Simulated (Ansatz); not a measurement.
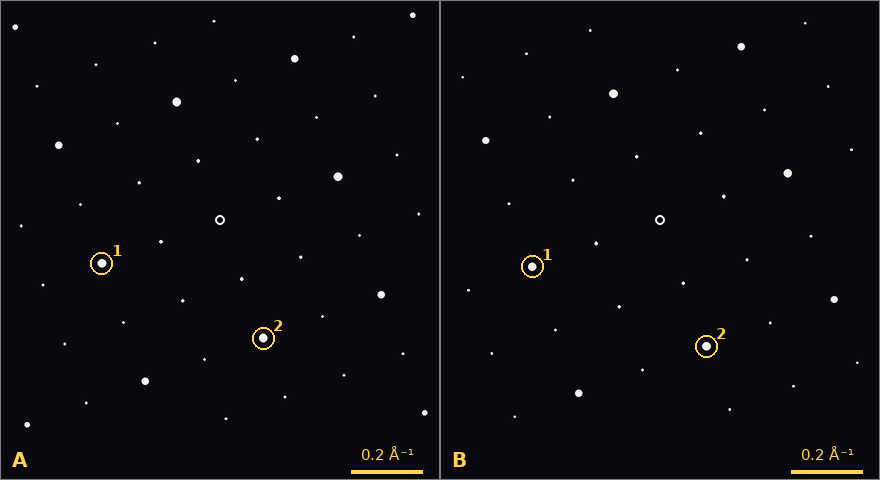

Kinematic electron diffraction patterns (300 kV, B = 0.5 Å², same scale) along [010] of the run's own cell, for the start and the end of one relaxation of Cs3Rh with Ansatz, DFT PBE, scalar-relativistic, plane waves, PAW. k mesh 10×10×10. The start is a generated model structure, and the relaxation ends in the nearest stationary point of its symmetry, not necessarily the ground state. Spot 1 is 0 0 -2 and spot 2 is -2 0 0 in both.

Start structure:

```
Cs Rh
1.0
     5.24296    0.00000    0.00000
     0.00000    5.24296    0.00000
     0.00000    0.00000    5.18907
Cs Rh
3 1
Direct
  0.00000 0.50000 0.50000
  0.50000 0.00000 0.50000
  0.50000 0.50000 0.00000
  0.00000 0.00000 0.00000
```

> Which pattern belongs to the start structure, and which to the relaxed one?

B is the start: its cell gives d(1) = 2.595 Å, d(2) = 2.621 Å and an angle of 90.0°. A is the relaxed structure, with d(1) = 2.808 Å (+8.2 %), d(2) = 2.807 Å (+7.1 %) and 90.0°.

> Summarise the relaxation behind the change.

The volume changed by +24.1 % to 44.25 Å³ an atom; the fractional coordinates hardly changed; the space group went from P4/mmm (No. 123) to Pm-3m (No. 221); the free energy fell by 52 meV an atom. Relaxed cell: a = 5.614 Å, b = 5.614 Å, c = 5.615 Å, α = 90.00°, β = 90.00°, γ = 90.00°.
